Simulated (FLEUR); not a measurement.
# Convergence study of shifted k-point meshes for Sn (Im-3m, 1 atom in the cell)

```yaml
crystal:
  lattice:
    - [-1.88897, 1.88897, 1.88897]
    - [1.88897, -1.88897, 1.88897]
    - [1.88897, 1.88897, -1.88897]
  atoms:
    - { symbol: Sn, position: [0.00000, 0.00000, 0.00000] }
```

Computed with LDA (Perdew-Zunger), all-electron FLAPW (FLEUR), scalar-relativistic valence in FLEUR.

Base settings: Kmax = 3.8 1/bohr; GmaxXC = 15.2 1/bohr; xcFunctional = pz; jspins = 1; l_soc = F; mode = hist; fermiSmearingEnergy = 0.00367493 Htr; mesh (inpgen div1-3) = 8 8 8; inpgen gamma flag = true; Gmax = 15.2 1/bohr.

In this ladder: kpt_gamma = false.

Only quantities that move along the ladder and can be compared are tabulated.

Core times come from one kind of shared machine, to one figure; runs under 30 s give none.

The starting cell comes from a database of computed structures (which also holds hypothetical and non-ambient phases and stackings), without a prior relaxation at this level. Its lattice was rescaled by up to half a per cent. Values depend on the basis (sphere radii, cutoffs, local orbitals), which need not be converged.

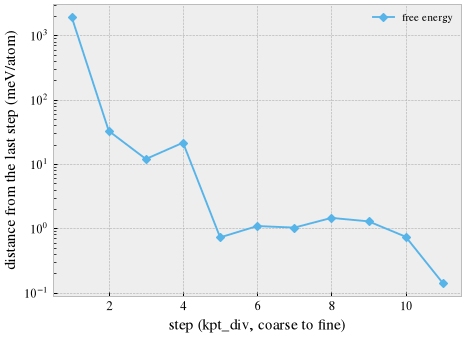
Distance from the last step along the ladder; very small values are drawn at a floor.

```csv
kpt_div,free energy less the last step's (meV/atom),core time / last (rough)
2 2 2,1924.79,–
4 4 4,-32.51,–
6 6 6,-11.92,–
8 8 8,21.41,–
10 10 10,-0.72,–
12 12 12,1.08,–
14 14 14,-1.02,0.1
16 16 16,-1.45,–
18 18 18,1.28,0.2
22 22 22,-0.74,0.2
24 24 24,-0.14,0.4
36 36 36,0.00,1
```

Coarsest kpt_div that holds the free energy within 0.5 meV/atom of the last step, with all finer ones: 24 24 24, at about 0.4 of the last step's time; the step before is off by 0.74 meV/atom.
